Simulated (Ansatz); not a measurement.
# Decaying states in the gap of Mg3CdTe4

A new crystal, Mg3CdTe4: structure, gap and complex bands. It is built by putting Te for S, Mg for Zn in the Zn3CdS4 structure of space group P-43m, with the volume rescaled by atomic radii. The parent structure comes from the Materials Project.

Calculated with Ansatz 0.2.0; PBEsol DFT, plane waves, PAW files, in the first sound run; inputs show where later runs differ.

The structure was built from a prototype and need not be the compound's stable phase.

**1. Set-up**

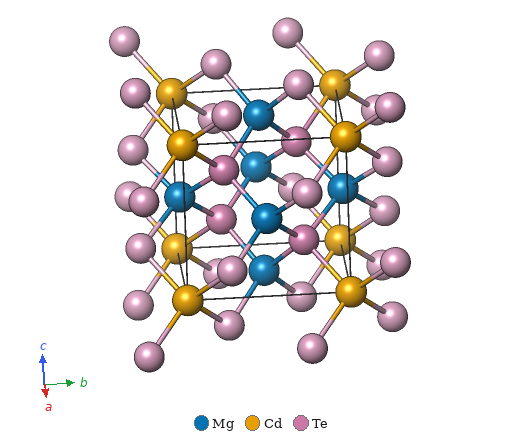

The starting structure, seen slightly off an axis (magnesium blue, cadmium orange, tellurium pink). Some periodic images of atoms are drawn too.

**2. Relaxing the new crystal**

The substituted atoms don't fit the parent's cell, so cell and atoms relax together. A small smearing keeps the run stable in case the gap closes on the way.

Contents of input.yaml:

```yaml
crystal:
  lattice:
    - [6.1466655363, 0.0, 0.0]
    - [0.0, 6.1466655363, 0.0]
    - [0.0, 0.0, 6.1466655363]
  atoms:
    - { symbol: Mg, position: [0.0, 0.5, 0.5] }
    - { symbol: Mg, position: [0.5, 0.0, 0.5] }
    - { symbol: Mg, position: [0.5, 0.5, 0.0] }
    - { symbol: Cd, position: [0.0, 0.0, 0.0] }
    - { symbol: Te, position: [0.26268019, 0.26268019, 0.26268019] }
    - { symbol: Te, position: [0.73731981, 0.73731981, 0.26268019] }
    - { symbol: Te, position: [0.26268019, 0.73731981, 0.73731981] }
    - { symbol: Te, position: [0.73731981, 0.26268019, 0.73731981] }
kpoints:
  mp_grid: { grid: [4, 4, 4] }
scf:
  occupations: { method: gaussian, width: 0.03 }
hamiltonian:
  xc: pbesol
output:
  forces: true
  stress: true
relax:
  f_tol: 0.02
  max_steps: 60
  cell: {}
```

Command:

```
$ ansatz run input.yaml --threads 2 --pin off --max-ram 4096MiB --backend cpu --events-out ev --progress --plain --runs-dir out
```

Numbers of over 12 decimals in the logs are rounded to 6 here.

The program printed:

```text
Engine: ansatz 0.2.0, x86_64-unknown-linux-gnu
Pseudopotentials: kind: paw
Pseudopotential: Mg, paw, valence charge 10, recommended cutoff 420 eV (normal), Mg.paw.azcp
Pseudopotential: Cd, paw, valence charge 20, recommended cutoff 420 eV (normal), Cd.paw.azcp
Pseudopotential: Te, paw, valence charge 16, recommended cutoff 420 eV (normal), Te.paw.azcp
Functional definition: PBEsol
  exchange = pbesol_x
  correlation = pbesol_c
Crystal: 8 atoms, lattice volume = 232.230 Å³
Basis set: ecut = 420 eV, 4553 PW (Γ), exchange–correlation on 90×90×90 points (8 copies of the dense FFT grid, shifted against one another)
Bands: 69, of which v1, the nominal top of the filled ones, is band 57 counted from 1 (56 counted from 0)
Symmetry: 24 space group operations
Space group: P-43m (ITA 215), of the structure as read, at distance tolerance 6.1e-5 Å
k-points: 10 of 64 (time reversal used)
Non-local potential: Mg, projectors of the file, l = 0: 3, l = 1: 2, l = 2: 1
Non-local potential: Cd, projectors of the file, l = 0: 3, l = 1: 2, l = 2: 2, l = 3: 1
Non-local potential: Te, projectors of the file, l = 0: 2, l = 1: 2, l = 2: 2, l = 3: 2
PAW form: soft (Blöchl's): semilocal exchange-correlation on the pseudo side does not see the compensation charge
PAW frozen core: Mg, regenerated for the run's functional, and the local potential with it (the file was generated under x = pbe(κ = 0.804, μ = 0.219515), c = pbe(β = 0.066725))
PAW frozen core: Cd, regenerated for the run's functional, and the local potential with it (the file was generated under x = pbe(κ = 0.804, μ = 0.219515), c = pbe(β = 0.066725))
PAW frozen core: Te, regenerated for the run's functional, and the local potential with it (the file was generated under x = pbe(κ = 0.804, μ = 0.219515), c = pbe(β = 0.066725))
PAW one-centre angular grid: Mg, 110 points (default); XC on 64 Gauss nodes
PAW one-centre angular grid: Cd, 590 points (default); XC on 64 Gauss nodes
PAW one-centre angular grid: Te, 590 points (default); XC on 64 Gauss nodes
Initial density: superposition of atomic densities (neutral atoms: chi_scale 0, normalization atom), corrected by the library's trained network
Initial wavefunctions: pseudopotential atomic-orbital guess
Functional: x = pbesol(κ = 0.804, μ = 0.123457), c = pbesol(β = 0.046)
SCF iter   1: F=—  HF=-41531.059293 eV  |F-HF|=—  |Δ(HF+E_count)|=         —  Δρ=2.86e-3  dr2=1.93e-2  ethr=1.77e-3  ⟨swp⟩=8.6  Hψ=2928  notcnv=0  defer=3
preconditioner: auto → Resta (q_TF=auto, 2.423 Å⁻¹)  ε∞=3.5  [insulator: Δε(μ)=1.977 eV  Ē_g=9.940 eV  σ=0.030 eV  W_gap=1.00  n_scr=56 (ndim 8)  ℏωp=15.8 eV  f_vac=0.092  D(μ)=0.00/eV (n_scr^D=0)  ε∞_Penn≈3.5]
SCF iter   2: F=—  HF=-41531.053040 eV  |F-HF|=—  |Δ(HF+E_count)|=   6.25e-3  Δρ=1.19e-3  dr2=4.49e-3  ethr=1.70e-5  ⟨swp⟩=2.8  Hψ=1647  notcnv=0  defer=64
SCF iter   3: F=—  HF=-41531.052545 eV  |F-HF|=—  |Δ(HF+E_count)|=   4.95e-4  Δρ=3.55e-4  dr2=4.54e-4  ethr=3.94e-6  ⟨swp⟩=2.2  Hψ=903  notcnv=0  defer=64
SCF iter   4: F=—  HF=-41531.052661 eV  |F-HF|=—  |Δ(HF+E_count)|=   1.16e-4  Δρ=1.14e-4  dr2=4.97e-5  ethr=3.99e-7  ⟨swp⟩=2.0  Hψ=799  notcnv=0  defer=64
SCF iter   5: F=—  HF=-41531.052671 eV  |F-HF|=—  |Δ(HF+E_count)|=   1.03e-5  Δρ=4.22e-5  dr2=4.15e-6  ethr=4.36e-8  ⟨swp⟩=2.0  Hψ=1155  notcnv=0  defer=64
SCF iter   6: F=—  HF=-41531.052675 eV  |F-HF|=—  |Δ(HF+E_count)|=   4.08e-6  Δρ=1.53e-5  dr2=5.13e-7  ethr=3.64e-9  ⟨swp⟩=2.0  Hψ=1195  notcnv=0  defer=64
SCF iter   7: F=-41531.052676 eV  HF=-41531.052676 eV  |F-HF|=2.08e-8  |Δ(HF+E_count)|=   5.85e-7  Δρ=3.13e-6  dr2=2.01e-8  ethr=8.77e-11  ⟨swp⟩=5.0  Hψ=2436  notcnv=0
SCF 1 converged in 7 iterations: F = -41531.052676 eV  dr2 = 2.01e-8
  greatest PAW one-centre occupation: 1.000 electrons in one spin orbital (limit 2), on the Cd atom at site 3 (counted from 0), in its partial waves of l = 0
relax step   1: F+E_penalty+E_count = -41531.05267571 eV  Δ(F+E_penalty+E_count) = +0.000e0 eV  max|allowed force component| = 5.070e-1 eV/Å  Δτ_max = 0.0000 Å  P = +7.295 GPa  Ω = 232.230 Å³  (7 SCF iters, dr2 threshold 1.00e-7 eV, accepted)
Crystal: 8 atoms, lattice volume = 267.886 Å³
Basis set: ecut = 420 eV, 5257 PW (Γ), exchange–correlation on 90×90×90 points (8 copies of the dense FFT grid, shifted against one another)
Initial density: handed on by an earlier stage of this run
Initial wavefunctions: those handed on with the density
iter 1 solved again at ethr=1.47e-4 eV; its pass at ethr=3.10e-3 eV (dr2=1.68e-1 eV) is discarded
SCF iter   1: F=—  HF=-41531.989127 eV  |F-HF|=—  |Δ(HF+E_count)|=         —  Δρ=6.17e-3  dr2=1.66e-1  ethr=1.47e-4  ⟨swp⟩=2.5  Hψ=4113  notcnv=0
preconditioner: auto → Resta (q_TF=auto, 2.366 Å⁻¹)  ε∞=3.4  [insulator: Δε(μ)=1.877 eV  Ē_g=9.560 eV  σ=0.030 eV  W_gap=1.00  n_scr=56 (ndim 8)  ℏωp=14.7 eV  f_vac=0.148  D(μ)=0.00/eV (n_scr^D=0)  ε∞_Penn≈3.4]
SCF iter   2: F=—  HF=-41531.953353 eV  |F-HF|=—  |Δ(HF+E_count)|=   3.58e-2  Δρ=3.43e-3  dr2=5.05e-2  ethr=1.46e-4  ⟨swp⟩=3.0  Hψ=920  notcnv=0
SCF iter   3: F=—  HF=-41531.946375 eV  |F-HF|=—  |Δ(HF+E_count)|=   6.98e-3  Δρ=6.40e-4  dr2=2.32e-3  ethr=4.43e-5  ⟨swp⟩=3.0  Hψ=1082  notcnv=0
SCF iter   4: F=—  HF=-41531.947415 eV  |F-HF|=—  |Δ(HF+E_count)|=   1.04e-3  Δρ=2.47e-4  dr2=2.09e-4  ethr=2.04e-6  ⟨swp⟩=2.2  Hψ=1066  notcnv=0
SCF iter   5: F=—  HF=-41531.947530 eV  |F-HF|=—  |Δ(HF+E_count)|=   1.14e-4  Δρ=1.22e-4  dr2=3.34e-5  ethr=1.84e-7  ⟨swp⟩=2.0  Hψ=1247  notcnv=0
SCF iter   6: F=—  HF=-41531.947544 eV  |F-HF|=—  |Δ(HF+E_count)|=   1.39e-5  Δρ=3.82e-5  dr2=3.54e-6  ethr=2.93e-8  ⟨swp⟩=2.0  Hψ=1260  notcnv=0
SCF iter   7: F=-41531.947549 eV  HF=-41531.947549 eV  |F-HF|=3.62e-7  |Δ(HF+E_count)|=   5.31e-6  Δρ=1.03e-5  dr2=3.25e-7  ethr=7.02e-10  ⟨swp⟩=5.0  Hψ=2237  notcnv=0
SCF 2 converged in 7 iterations: F = -41531.947549 eV  dr2 = 3.25e-7
relax step   2: F+E_penalty+E_count = -41531.94754917 eV  Δ(F+E_penalty+E_count) = -8.949e-1 eV  max|allowed force component| = 1.413e-1 eV/Å  Δτ_max = 0.1463 Å  P = +0.157 GPa  Ω = 267.886 Å³  energy of the carried Pulay correction = -4.368e-3 eV  (7 SCF iters, dr2 threshold 8.00e-7 eV, accepted)
Crystal: 8 atoms, lattice volume = 271.158 Å³
iter 1 solved again at ethr=6.15e-6 eV; its pass at ethr=3.10e-3 eV (dr2=7.01e-3 eV) is discarded
SCF iter   1: F=—  HF=-41531.953265 eV  |F-HF|=—  |Δ(HF+E_count)|=         —  Δρ=1.83e-3  dr2=7.23e-3  ethr=6.15e-6  ⟨swp⟩=3.0  Hψ=3475  notcnv=0
preconditioner: auto → Resta (q_TF=auto, 2.361 Å⁻¹)  ε∞=3.4  [insulator: Δε(μ)=1.752 eV  Ē_g=9.440 eV  σ=0.030 eV  W_gap=1.00  n_scr=56 (ndim 8)  ℏωp=14.6 eV  f_vac=0.130  D(μ)=0.00/eV (n_scr^D=0)  ε∞_Penn≈3.4]
SCF iter   2: F=—  HF=-41531.951774 eV  |F-HF|=—  |Δ(HF+E_count)|=   1.49e-3  Δρ=9.18e-4  dr2=1.73e-3  ethr=6.15e-6  ⟨swp⟩=2.7  Hψ=1171  notcnv=0
SCF iter   3: F=—  HF=-41531.951539 eV  |F-HF|=—  |Δ(HF+E_count)|=   2.36e-4  Δρ=2.26e-4  dr2=1.39e-4  ethr=1.51e-6  ⟨swp⟩=2.3  Hψ=1025  notcnv=0
SCF iter   4: F=—  HF=-41531.951582 eV  |F-HF|=—  |Δ(HF+E_count)|=   4.29e-5  Δρ=5.71e-5  dr2=8.84e-6  ethr=1.22e-7  ⟨swp⟩=2.0  Hψ=1220  notcnv=0
SCF iter   5: F=—  HF=-41531.951584 eV  |F-HF|=—  |Δ(HF+E_count)|=   2.85e-6  Δρ=2.10e-5  dr2=1.24e-6  ethr=7.75e-9  ⟨swp⟩=2.0  Hψ=1229  notcnv=0
SCF iter   6: F=-41531.951585 eV  HF=-41531.951585 eV  |F-HF|=7.30e-8  |Δ(HF+E_count)|=   8.28e-7  Δρ=3.90e-6  dr2=4.85e-8  ethr=7.02e-10  ⟨swp⟩=4.2  Hψ=2283  notcnv=0
SCF 3 converged in 6 iterations: F = -41531.951585 eV  dr2 = 4.85e-8
relax step   3: F+E_penalty+E_count = -41531.95158528 eV  Δ(F+E_penalty+E_count) = -4.036e-3 eV  max|allowed force component| = 9.616e-2 eV/Å  Δτ_max = 0.0540 Å  P = -0.400 GPa  Ω = 271.158 Å³  energy of the carried Pulay correction = -4.738e-3 eV  (6 SCF iters, dr2 threshold 8.00e-7 eV, accepted)
[...]
relax step   4: F+E_penalty+E_count = -41531.96337699 eV  Δ(F+E_penalty+E_count) = -1.179e-2 eV  max|allowed force component| = 4.279e-3 eV/Å  Δτ_max = 0.0219 Å  P = -0.052 GPa  Ω = 268.806 Å³  energy of the carried Pulay correction = -4.473e-3 eV  (5 SCF iters, dr2 threshold 5.78e-7 eV, accepted)
[...]
relax step   5: F+E_penalty+E_count = -41531.96348724 eV  Δ(F+E_penalty+E_count) = -1.103e-4 eV  max|allowed force component| = 7.636e-5 eV/Å  Δτ_max = 0.0009 Å  P = -0.004 GPa  Ω = 268.474 Å³  energy of the carried Pulay correction = -4.435e-3 eV  (5 SCF iters, dr2 threshold 6.78e-9 eV, accepted)
Initial wavefunctions: pseudopotential atomic-orbital guess (no wavefunctions were taken with the density)
iter 1 solved again at ethr=2.60e-7 eV; its pass at ethr=3.10e-3 eV (dr2=2.96e-4 eV) is discarded
SCF iter   1: F=—  HF=-41531.963614 eV  |F-HF|=—  |Δ(HF+E_count)|=         —  Δρ=3.42e-4  dr2=1.22e-5  ethr=2.60e-7  ⟨swp⟩=4.0  Hψ=4979  notcnv=0
preconditioner: auto → Resta (q_TF=auto, 2.365 Å⁻¹)  ε∞=3.4  [insulator: Δε(μ)=1.813 eV  Ē_g=9.477 eV  σ=0.030 eV  W_gap=1.00  n_scr=56 (ndim 8)  ℏωp=14.7 eV  f_vac=0.124  D(μ)=0.00/eV (n_scr^D=0)  ε∞_Penn≈3.4]
SCF iter   2: F=—  HF=-41531.966462 eV  |F-HF|=—  |Δ(HF+E_count)|=   2.85e-3  Δρ=1.72e-4  dr2=2.76e-6  ethr=1.07e-8  ⟨swp⟩=2.0  Hψ=1092  notcnv=0
SCF iter   3: F=—  HF=-41531.967312 eV  |F-HF|=—  |Δ(HF+E_count)|=   8.50e-4  Δρ=2.51e-5  dr2=1.19e-7  ethr=2.42e-9  ⟨swp⟩=2.7  Hψ=1163  notcnv=0
SCF iter   4: F=—  HF=-41531.967329 eV  |F-HF|=—  |Δ(HF+E_count)|=   1.73e-5  Δρ=2.79e-6  dr2=1.34e-8  ethr=1.04e-10  ⟨swp⟩=2.0  Hψ=1260  notcnv=0
SCF iter   5: F=—  HF=-41531.967329 eV  |F-HF|=—  |Δ(HF+E_count)|=   6.28e-8  Δρ=8.91e-7  dr2=1.87e-9  ethr=1.18e-11  ⟨swp⟩=2.0  Hψ=1249  notcnv=0
SCF iter   6: F=—  HF=-41531.967330 eV  |F-HF|=—  |Δ(HF+E_count)|=   1.80e-8  Δρ=1.94e-7  dr2=1.14e-10  ethr=1.64e-12  ⟨swp⟩=2.0  Hψ=900  notcnv=0
SCF iter   7: F=-41531.967330 eV  HF=-41531.967330 eV  |F-HF|=0.00e0  |Δ(HF+E_count)|=  2.18e-10  Δρ=5.91e-8  dr2=9.59e-12  ethr=1.00e-12  ⟨swp⟩=4.3  Hψ=2284  notcnv=0
SCF 6 converged in 7 iterations: F = -41531.967330 eV  dr2 = 9.59e-12
relax step   6: F+E_penalty+E_count = -41531.96732950 eV  Δ(F+E_penalty+E_count) = -3.842e-3 eV  max|allowed force component| = 9.657e-5 eV/Å  Δτ_max = 0.0000 Å  P = -0.006 GPa  Ω = 268.474 Å³  stress off target by 6.10e-3 GPa  SCF on the basis re-selected at this cell (its energy is not comparable with the rows above)  (7 SCF iters)
basis re-selected at this cell: Δ(F+E_penalty+E_count) = -3.842e-3 eV, ΔP = -0.002 GPa vs the last step (what re-selecting the basis moved, of the pressure what is left beyond the Pulay correction that the steps carried, after the strain that the cell walked since its last selection, with what the two solves' SCF thresholds leave and, on support functions, any second-order correction that the steps lacked; it is no m [...]
SCF converged after 7 iterations
Free energy (F): -41531.967330 eV
Harris-Foulkes:  -41531.967330 eV  (|F-HF|=0.00e0)
Internal energy: -41531.967330 eV  (E = F + TS)
E sigma→0 (E₀):  -41531.967330 eV
Fermi energy:    5.961830 eV
--- Per-component energies (eV) ---
  E_band       = -2808.971156
  E_kinetic    = 1456.226820
  E_local      = -15644.767529  (includes V_loc(G=0)·N_el)
  E_nonlocal   = -904.117442
  E_hartree    = 7589.766103
  E_xc         = -754.529919
  E_vxc        = -748.918173  (∫ρ·V_xc dr)
  E_paw        = -23199.748462  (= ΣΔE_a)
  E_vpaw       = -2146.926633  (= ΣTr[D̂ρ^β])
  E_aug_tail   = -0.000753  (compensation charges beyond the density's cutoff)
  E_ewald      = -10076.813955
  E_core_change = 2.017807  (= ΣΔE_core)
  E_smearing   = -0.000000  (= −TS)
  E_closure    = -0.000000  (closes the sum)
  Σ components = -41531.967330   (vs F -41531.967330, Δ=0.00e0)
--- Forces (eV/Å), atoms counted from 1 ---
  atom   1  Mg    -0.00000000    -0.00000000     0.00000000
  atom   2  Mg    -0.00000000     0.00000000     0.00000000
  atom   3  Mg    -0.00000000     0.00000000     0.00000000
  atom   4  Cd    -0.00000000     0.00000000     0.00000000
  atom   5  Te     0.00009657     0.00009657     0.00009657
  atom   6  Te    -0.00009657    -0.00009657     0.00009657
  atom   7  Te     0.00009657    -0.00009657    -0.00009657
  atom   8  Te    -0.00009657     0.00009657    -0.00009657
  max |Σ_I F_I| component: 6.86e-17 eV/Å
--- Stress (GPa, compression-positive) ---
       -0.006104      -0.000000       0.000000
       -0.000000      -0.006104      -0.000000
        0.000000      -0.000000      -0.006104
  P = ⅓ Tr σ = -0.0061 GPa (-0.061 kbar)
--- Relaxed structure (5 steps of the walk, 5 accepted, 1 SCFs on fresh bases) ---
  F+E_penalty+E_count = -41531.96732950 eV   max|allowed force component| = 9.657e-5 eV/Å   (the final SCF, on the basis selected at the relaxed cell)
  cell:  # Å, volume = 268.4741 Å³
    - [6.451105, 0, 0]
    - [0, 6.451105, 0]
    - [0, 0, 6.451105]
  atoms:
    - { symbol: Mg, position: [0, 0.5, 0.5] }
    - { symbol: Mg, position: [0.5, 3.8805507886865045e-19, 0.5] }
    - { symbol: Mg, position: [0.5, 0.5, 3.924647956739756e-19] }
    - { symbol: Cd, position: [0, 3.8805507886864997e-19, 3.924647956739757e-19] }
    - { symbol: Te, position: [0.251868, 0.251868, 0.251868] }
    - { symbol: Te, position: [0.748132, 0.748132, 0.251868] }
    - { symbol: Te, position: [0.251868, 0.748132, 0.748132] }
    - { symbol: Te, position: [0.748132, 0.251868, 0.748132] }
```

Elapsed: 9.1 s, on 2 threads of AMD EPYC 9R45, shared host; peak memory 0.63 GiB.

Step by step:

| step | energy less that of the first step (eV) | largest force component (eV/Å) | pressure (GPa) | volume (Å³) |
| --- | --- | --- | --- | --- |
| 1 | 0.0000 | 0.5070 | 7.29 | 232.23 |
| 2 | -0.8949 | 0.1413 | 0.16 | 267.89 |
| 3 | -0.8989 | 0.0962 | -0.40 | 271.16 |
| 4 | -0.9107 | 0.0043 | -0.05 | 268.81 |
| 5 | -0.9108 | 0.0001 | 0.00 | 268.47 |
| 6* | -0.9147 | 0.0001 | -0.01 | 268.47 |

Relaxation steps marked * repeat the geometry before them on a plane-wave basis chosen anew for their cell, so energy and pressure can jump there.

Forces are held to the 24 operations that the run works with; a distortion that breaks them can't arise in this run.

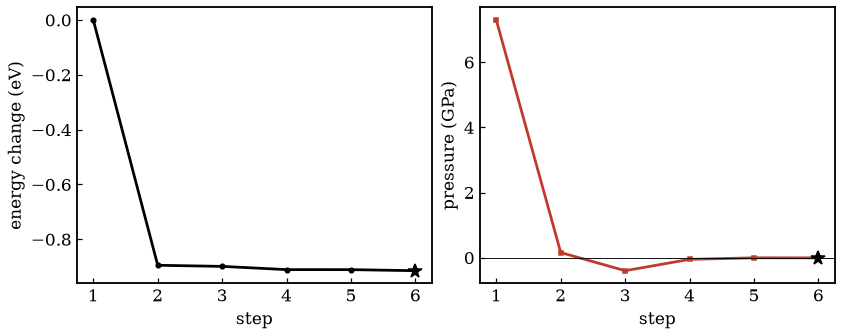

Energy and pressure along the relaxation. Stars mark steps on a basis chosen anew.

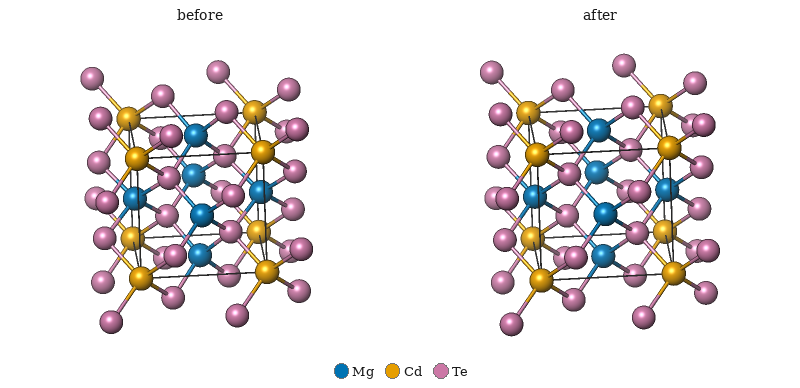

The structure before and after the relaxation, drawn at the same scale.

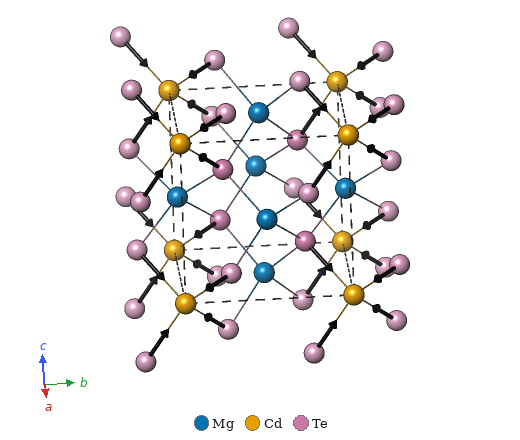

Displacements in the relaxation, exaggerated, measured against the changing cell; the longest in the cell stands for 0.12 Å. Some periodic images of atoms are drawn too.

| conventional cell, symmetrised | before | after | change |
| --- | --- | --- | --- |
| a (Å) | 6.147 | 6.451 | +5.0 % |
| b (Å) | 6.147 | 6.451 | +5.0 % |
| c (Å) | 6.147 | 6.451 | +5.0 % |
| volume (Å³/atom) | 29.03 | 33.56 | +15.6 % |

The atoms that moved most (Å, as changes of fractional coordinates times the final cell):

| atom | dx | dy | dz | length |
| --- | --- | --- | --- | --- |
| Te5 | -0.070 | -0.070 | -0.070 | 0.121 |
| Te6 | 0.070 | 0.070 | -0.070 | 0.121 |
| Te8 | 0.070 | -0.070 | 0.070 | 0.121 |
| Te7 | -0.070 | 0.070 | 0.070 | 0.121 |

Numbers from this step:

| Item | Value |
| --- | --- |
| free energy | -41531.9673 eV |
| Fermi energy | 5.962 eV |
| pressure | -0.006104 GPa |

The largest force component on a free atom ends at 9.7e-5 eV/Å.

(Part 1 of 3 ends here.)

[Logs are printed without paths, hosts, clocks, repeated set-up lines and the standing remarks that a program may print on its own settings, such as how far it seeks lower states.]

[Hosts, paths, dates, database ids (printed as entryN), source tags and the programs' standing remarks are cut or masked in the printed files.]

[New means built here by substitution; the compound itself may be known and measured.]
